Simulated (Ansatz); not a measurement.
## Electronic structure of CH7AlB2Se in real space

```xyz
12

B    -2.4644   -0.2245    0.1886
B    -2.3961   -0.1797   -1.2854
Al   -0.2756   -0.1910   -0.5965
Se    0.9033    0.8415    1.1068
C     2.7460    0.2401    0.6765
H    -2.8004    0.8717   -0.5389
H    -2.4659   -0.1230    1.3724
H    -2.4449   -0.1327   -2.4724
H     0.5621   -1.0595   -1.6218
H     3.3831    1.1302    0.5957
H     2.7641   -0.3173   -0.2687
H     3.1021   -0.4009    1.4931
```

The calculation used RKS B3LYP-D4/def2-SVP (Ansatz).

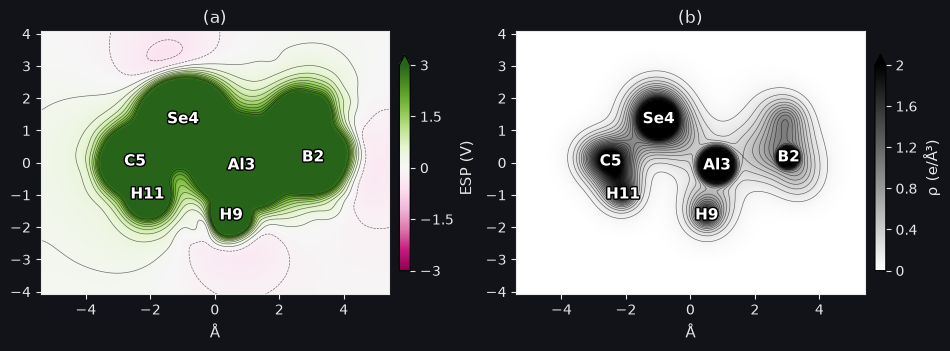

Figure 1. (a) electrostatic potential; (b) electron density on the plane of atoms Se4, Al3 and H9.

Question: Describe what can be read from this map.

Answer:
- The plane passes through B, Al, Se, C and H nuclei.
- C–Se (1.99 Å): ρ is about 0.92 e/Å³ halfway.
- Al–B (2.23 Å): the density is about 0.44 e/Å³ at the midpoint.
- Al–Se (2.31 Å): ρ is about 0.62 e/Å³ halfway.
- C–H (1.10 Å): ρ is about 1.9 e/Å³ halfway.
- Outside the dense part of the molecule the potential is most negative (−0.5 V) near Se4.

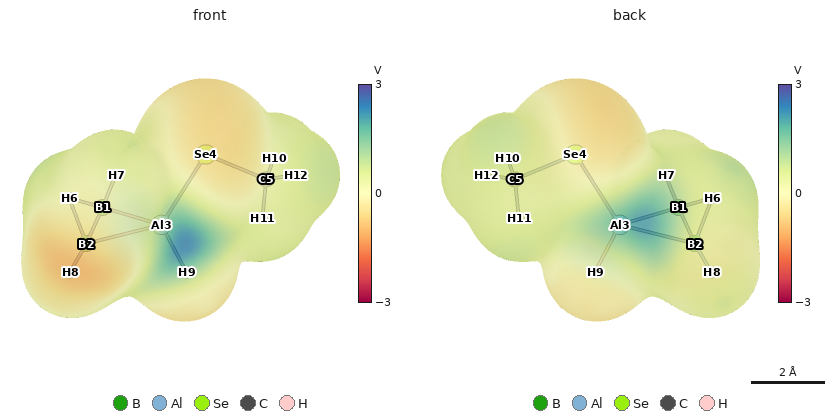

Figure 2. The molecular electrostatic potential painted on the density surface at 0.002 e/bohr³, seen from the front and from behind; red is negative and blue positive.

Question: Where is the surface potential most negative and most positive?

Answer: The most negative region (about −1.0 V, or −23 kcal/mol for a unit charge) lies over H7, the most positive (about +2.2 V, or +51 kcal/mol for a unit charge) over Al3.

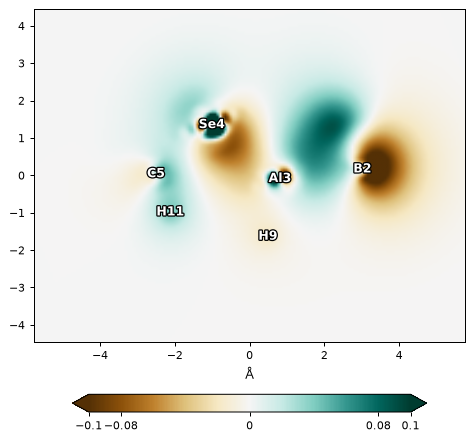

Figure 3. One frontier orbital on the plane of atoms Se4, Al3 and H9 (values in Å⁻³ᐟ²; the overall sign is arbitrary).

Question: Which orbital is it: HOMO or LUMO?

Answer: The HOMO, at −6.55 eV. By Hirshfeld shares it lies mainly on Se4 (about 70 %), Al3 (about 10 %) and B1 (about 5 %); largely a lone pair of Se4.
